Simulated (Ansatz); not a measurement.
# C₂H₉AlBFSi: what the fields show

Input file:

```
crystal:
  periodic: [false, false, false]
  atoms:
    - { symbol: C, position_ang: [-1.2256, -1.012, 0.7537] }
    - { symbol: B, position_ang: [-0.397, -0.1014, -0.2598] }
    - { symbol: C, position_ang: [1.0086, -0.602, -0.7459] }
    - { symbol: Al, position_ang: [2.4157, -0.4978, 0.7746] }
    - { symbol: Si, position_ang: [-1.0863, 1.5885, -0.928] }
    - { symbol: F, position_ang: [-0.045, 2.8545, -0.4547] }
    - { symbol: H, position_ang: [-0.7164, -1.9026, 1.0113] }
    - { symbol: H, position_ang: [-2.2015, -1.2039, 0.2523] }
    - { symbol: H, position_ang: [-1.4625, -0.3666, 1.7078] }
    - { symbol: H, position_ang: [0.9687, -1.6451, -1.0797] }
    - { symbol: H, position_ang: [1.4101, 0.0434, -1.5293] }
    - { symbol: H, position_ang: [2.1838, -1.5564, 1.9794] }
    - { symbol: H, position_ang: [2.7578, 0.97, 1.2365] }
    - { symbol: H, position_ang: [-1.2114, 1.5616, -2.3591] }
    - { symbol: H, position_ang: [-2.421, 1.8188, -0.3298] }
basis:
  gaussian: { orbitals: def2-SVP }
hamiltonian:
  xc: pbe0
  dispersion: d4
relax:
  f_tol: 0.015
  max_steps: 40
output:
  orbitals: {}
```

Launched as:

```sh
ansatz run input.yaml --threads 2 --pin off --max-ram 3072MiB --backend cpu --events-out ev --progress --plain --runs-dir out
```

The fields are those of the relaxed geometry.

These are results of Ansatz, RKS PBE0-D4/def2-SVP, not measurements.

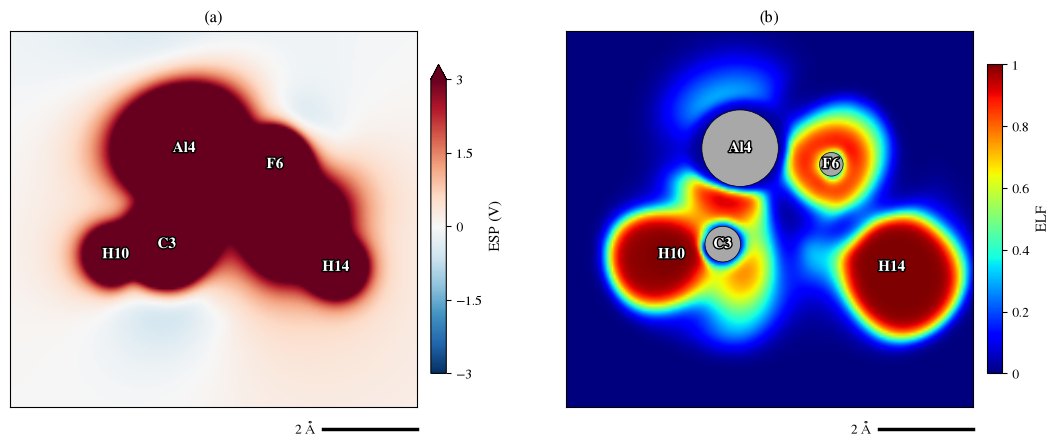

Figure 1. (a) molecular electrostatic potential; (b) electron localisation function on the plane of atoms Al4, C3 and H10. Grey discs cover the atomic cores in the ELF map.

### Describe what can be read from this map.

Atoms in the plane: C, Al, F and H. Al–F (1.97 Å): the ELF peaks at about 0.85 in the valence shell of F, 0.6 Å from its nucleus, and is about 0.25 at the midpoint. C–Al (2.07 Å): the ELF peaks at about 0.90 between the atoms (a polar covalent bond). C–H (1.10 Å): the ELF climbs to about 1 towards the hydrogen, as it does in any bond to H: an ordinary covalent bond to hydrogen. The ELF also peaks beside F6, away from the bonds: lone-pair regions. Outside the dense part of the molecule the potential is most negative (−0.5 V) near C3.

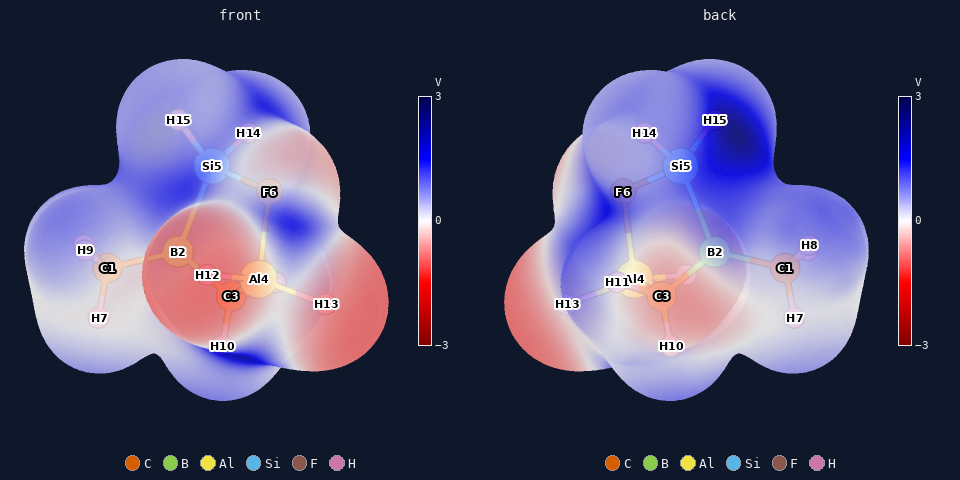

Figure 2. The molecular electrostatic potential painted on the density surface at 0.002 e/bohr³, seen from the front and from behind; the colour scale runs from red (negative) to blue (positive).

### Describe the electrostatic potential map.

The most negative region (about −0.8 V) lies over H12 and H13, the most positive (about +2.4 V) over Si5.

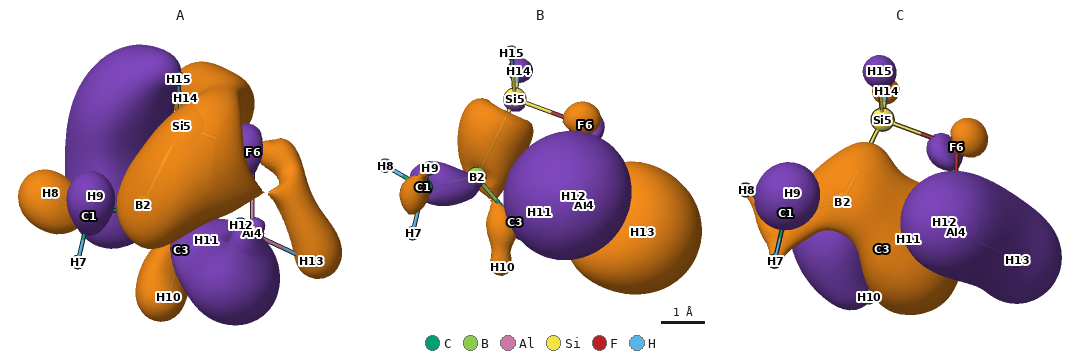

Figure 3. Three frontier orbitals at ±0.06 Å⁻³ᐟ² (orange and purple are the two phases), in no order.

### Which picture is the HOMO−1, the HOMO and the LUMO?

B is the HOMO−1 (−7.95 eV). By Hirshfeld shares it lies mainly on Al4 (about 30 %), H13 (about 30 %) and H12 (about 30 %). C is the HOMO (−7.64 eV). It lies mainly on C3 (about 40 %), Al4 (about 20 %), B2 (about 15 %) and H12 (about 10 %). A is the LUMO (−1.64 eV). It lies mainly on Si5 (about 30 %), B2 (about 25 %), Al4 (about 15 %) and C3 (about 10 %).

### What is the HOMO–LUMO gap?

6.00 eV between the orbital energies.
